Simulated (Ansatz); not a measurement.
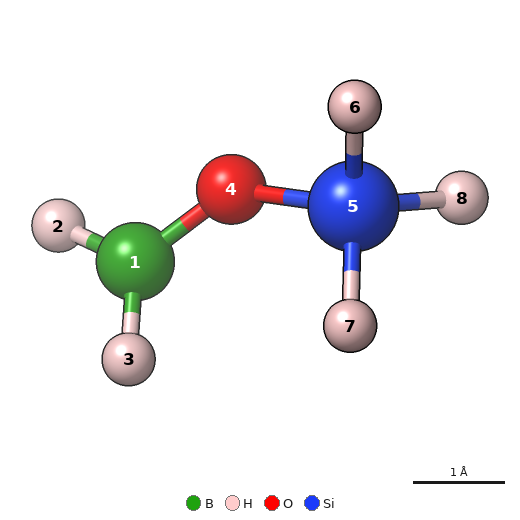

Orthographic view. Distant atoms are faded towards the background colour. The geometry was computed by an optimisation with PBE0-D4/def2-TZVP.

Write a Z-matrix (Å, degrees) in the order of the atom numbers, with these reference atoms: 2 to 1; 3 to 1, 2; 4 to 1, 2, 3; 5 to 4, 1, 2; 6 to 5, 4, 1; 7 to 5, 6, 4; 8 to 5, 6, 7.

```
B  
H    1   1.199
H    1   1.204   2   121.9
O    1   1.346   2   118.1   3   180.0
Si   4   1.658   1   132.3   2   180.0
H    5   1.482   4   107.9   1  -120.5
H    5   1.485   6   110.4   4  -120.4
H    5   1.482   6   110.0   7  -122.0
```
